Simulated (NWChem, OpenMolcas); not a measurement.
# How basis sets differ on SiH2O2F (SMILES O[Si](O)F)

SiH2O2F has 6 atoms, charge 0, and is taken as a doublet. SMILES: `O[Si](O)F`. The shape is that of a PBE0-D4/def2-TZVP optimisation. This is one conformer, not always the lowest.

```xyz
6

O    -0.8873    1.0320   -0.6263
Si    0.3829    0.0262   -0.4465
O     0.3463   -0.5607    1.0834
F     0.1594   -1.1339   -1.5163
H    -1.0516    1.6588    0.0811
H     1.0923   -1.0866    1.3785
```

Each level gives the dipole moment (D). The values are calculated.

| level | kind | program | value (D) |
| --- | --- | --- | --- |
| ROHF/ANO-RCC-MB (DKH2) | Hartree–Fock | OpenMolcas | 3.65 |
| UHF/STO-3G | Hartree–Fock | OpenMolcas | 2.67 |
| UHF/3-21G | Hartree–Fock | OpenMolcas | 3.89 |
| ROHF/ANO-RCC-VDZP (DKH2, RICD fitting) | Hartree–Fock | OpenMolcas | 3.05 |
| UHF/def2-SVP | Hartree–Fock | NWChem | 3.15 |
| UHF/aug-cc-pVDZ | Hartree–Fock | OpenMolcas | 2.83 |

The values span 2.67 to 3.89 D. Magnitudes only. Sets without polarisation functions give poor dipoles. Without the sets that lack polarisation functions the rows with a basis span only 2.83 to 3.15 D.

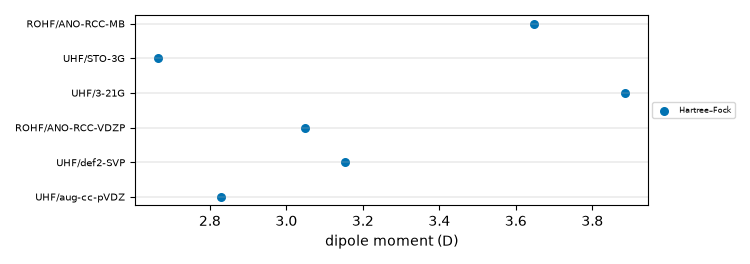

The values of the table, level by level.
